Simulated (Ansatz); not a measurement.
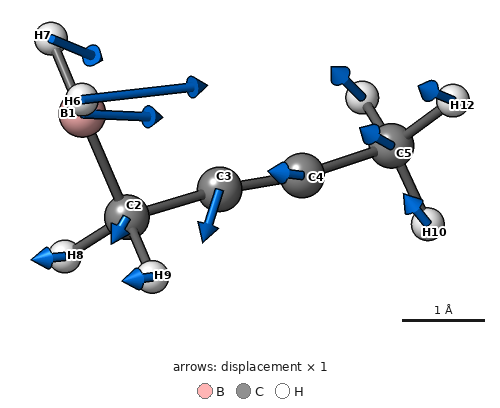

A relaxation of C₄H₇B (coarse preliminary run). The starting structure is drawn; blue arrows show the displacements, at their true length. The two geometries are superimposed by the best rigid fit.

A ball-and-stick model, seen from a free direction.

The start comes from a force field.

Computed with Ansatz 0.2.0, RKS PBE-D4/def2-SVP. Settings: force threshold 0.03 eV/Å; at most 200 steps.

**Atoms of which element are displaced furthest, and by how much?**

Hydrogen: up to 1.85 Å, against 1.28 Å for boron.

**What did the optimiser do to the structure, and how much energy did it gain?**

The atom that moves furthest after the best rigid fit is an H atom (1.85 Å). Largest moves by element: H 1.85 Å, B 1.28 Å, C 0.70 Å. Some distances before and after: B–C 3.567 → 1.787 Å, B–C 2.441 → 1.741 Å, B–C 1.524 → 1.713 Å, C–C 1.466 → 1.414 Å. New bonds form: B–C (3.57 → 1.79 Å). Bond angles that change, for instance: B–C–C 109.5° → 66.9°, C–C–C 174.0° → 135.6°, C–C–C 172.4° → 156.6°. The energy falls by 63.1 kJ/mol in 19 accepted moves (20 points after the start). The largest force component goes from 1.9 to 0.0046 eV/Å. The line search rejected the trial step at point 9 of the run. The run took 22 s on 4 threads of Arm Neoverse V1 (shared host).
